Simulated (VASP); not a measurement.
Band structure of Cs2O2 (space group Immm). Method: PBEsol GGA, VASP's PBE PAW potentials (set 64) (plane waves; VASP 6.6.1).

The path is coarsely sampled, so an indirect gap can come out somewhat too large. Unless said otherwise, spin-orbit coupling is left out, though it shifts the bands of the heavy elements here.

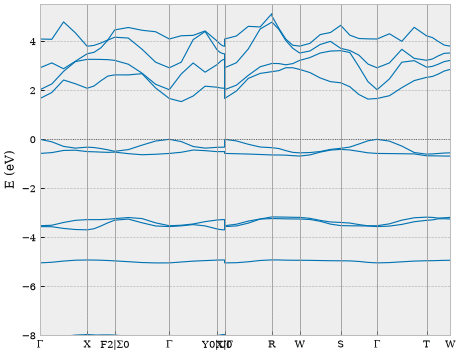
Fig. 1. Bands along high-symmetry lines, zero at the valence-band maximum or, without a gap, the Fermi level

Read the plot: is there a gap, and where are the band edges?

The gap is indirect, 1.54 eV, from the valence maximum at Γ to the conduction minimum at Γ-Y0 at 0.25.

The structure comes from a computed database's Cs2O2 entry (Immm); how it stands against other phases isn't given here. The cell was not relaxed at this level.
